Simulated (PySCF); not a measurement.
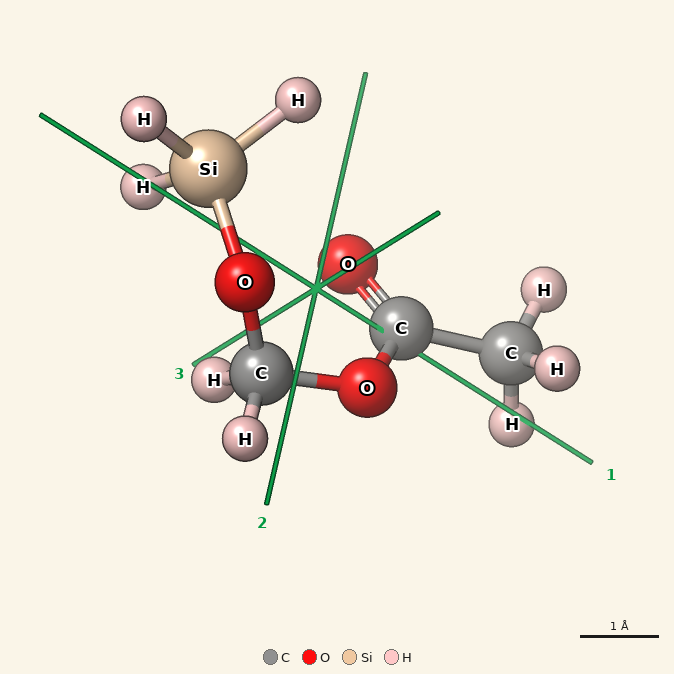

The three principal axes of inertia are drawn and numbered. Atoms fade into the background with distance from the viewer. The geometry was computed by an optimisation with PBE0-D3(BJ)/def2-SVP. No frequency run is at hand to confirm it as a minimum. Masses are those of the most abundant isotopes; constants are for the rigid equilibrium geometry.

Which line is the a axis (least moment of inertia), which b and which c?

Answer. a is line 1, b is line 2, c is line 3; the moments are 116, 359, 436 u Å².

What kind of rotor is it, and what are its rotational constants in cm⁻¹?

Answer. An asymmetric top (C1): A = 0.145, B = 0.0470, C = 0.0387 cm⁻¹. Ray's parameter κ is −0.84, nearer the prolate limit.
